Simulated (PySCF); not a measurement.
# C₃H₁₁NO₂Si₃ (SMILES CN[SiH2]C(=O)[SiH2]C(=O)[SiH3]): what the fields show

```csv
atom,x (Å),y (Å),z (Å)
C,-3.6812,-0.0400,-0.7691
N,-2.2495,0.0282,-0.5830
Si,-1.3889,-1.0135,0.4728
C,0.4006,-0.3141,0.4923
O,1.3093,-1.1325,0.6228
Si,0.9535,1.5031,0.2577
C,2.4675,0.9538,-0.7975
O,2.7001,1.3847,-1.9028
Si,3.5656,-0.4723,-0.0426
H,-4.1427,-0.3013,0.1795
H,-3.9735,-0.7914,-1.5093
H,-4.0632,0.9297,-1.0910
H,-1.7870,0.3618,-1.4167
H,-1.3088,-2.4374,0.1228
H,-1.9811,-0.8476,1.8028
H,1.4599,2.0387,1.5168
H,-0.0740,2.3263,-0.3662
H,3.2908,-1.7573,-0.6656
H,4.8894,-0.0659,-0.5544
H,3.6080,-0.3424,1.4083
```

Geometry: GFN2-xTB.

Theory: PBE0/pcSseg-1, SCF density, gas phase, non-relativistic in PySCF 2.14.0.

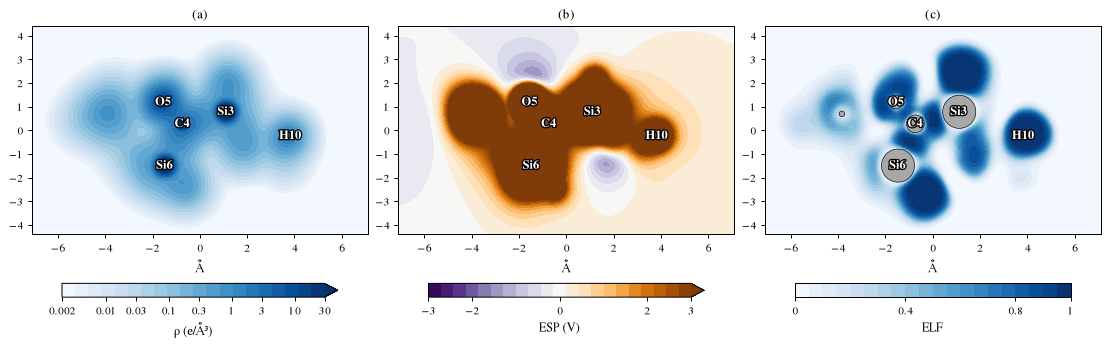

Figure 1. (a) electron density; (b) molecular electrostatic potential; (c) ELF on the plane of atoms Si3, C4 and O5. Grey discs cover the atomic cores in the ELF map.

Question: Read the bonding off the picture.

Answer: The plane passes through Si, C, O and H nuclei. C–O (1.23 Å): ρ is about 3.1 e/Å³ halfway; the ELF peaks at about 0.85 between the atoms, as expected for a polar covalent bond. C–Si (1.91 Å): the density is about 0.91 e/Å³ at the midpoint; the ELF peaks at about 0.95 between the atoms: a covalent bond. The ELF also peaks beside N2 and O5, away from the bonds: lone-pair regions. Outside the dense part of the molecule the potential is most negative (−1.5 V) near O5.

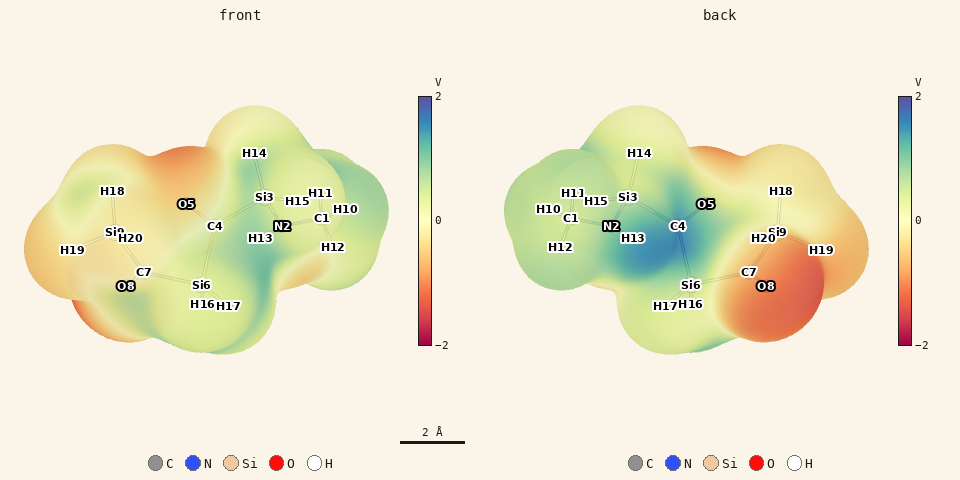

Figure 2. The molecular electrostatic potential painted on the density surface at 0.001 e/bohr³, seen from the front and from behind; red is negative and blue positive.

Question: Describe the electrostatic potential map.

Answer: The most negative region (about −1.4 V) lies over O8, the most positive (about +1.6 V) over Si3, C4, Si6 and H13. O8 is the likeliest acceptor of a hydrogen bond.

Question: What dipole moment does the calculation give?

Answer: Its dipole moment is 4.30 D.
